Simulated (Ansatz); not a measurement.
**Pd, pressure series**

Take Pd in the fcc (Cu type) structure (space group Fm-3m, No. 225; a = 3.943 Å) as the base.

Cell and atoms are relaxed at each pressure.

Calculations: Ansatz (a quantum-chemistry and plane-wave program), PBE, PAW, cutoff 420 eV, no spin-orbit coupling.

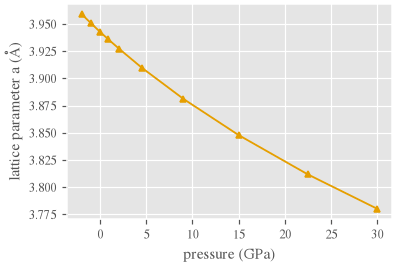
*Lattice parameter a against pressure*

### Question
From the plot, what is the lattice parameter a for pressure 15 GPa?

### Answer
About 3.85 Å.

### Question
Is the trend monotonic over the range shown?

### Answer
Yes, it falls throughout, spanning 3.780 Å to 3.959 Å.

Load acts through the strain it causes; cell and atoms are relaxed under it. No phonon test of stability was made. Competing high-pressure phases were not computed. The final runs are not spin-polarised.
